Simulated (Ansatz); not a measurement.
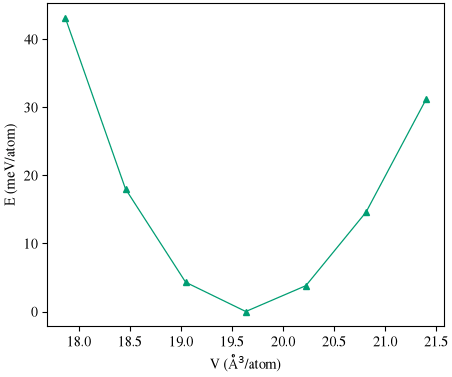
Fig. 1. BiB in space group P6_222 (No. 180; B on 3d, Bi on 3c) under volume change, PBE in the plane-wave PAW code Ansatz, shape and atoms relaxed at each volume.

What does a third-order Birch–Murnaghan fit give for V₀, B₀ and B′?

V₀ = 19.63 Å³/atom, B₀ = 73.4 GPa, B′ = 4.5.

The cell is a constructed one: a structure type filled with these elements; neither database checked (COD, Materials Project) lists it. Its standing as an ambient phase is unchecked. Symmetry was held in the PBE relaxation; its stability against distortions is not shown here. Spin–orbit coupling is left out wherever it is not named.

Potentials: the later of the program's two PAW sets.
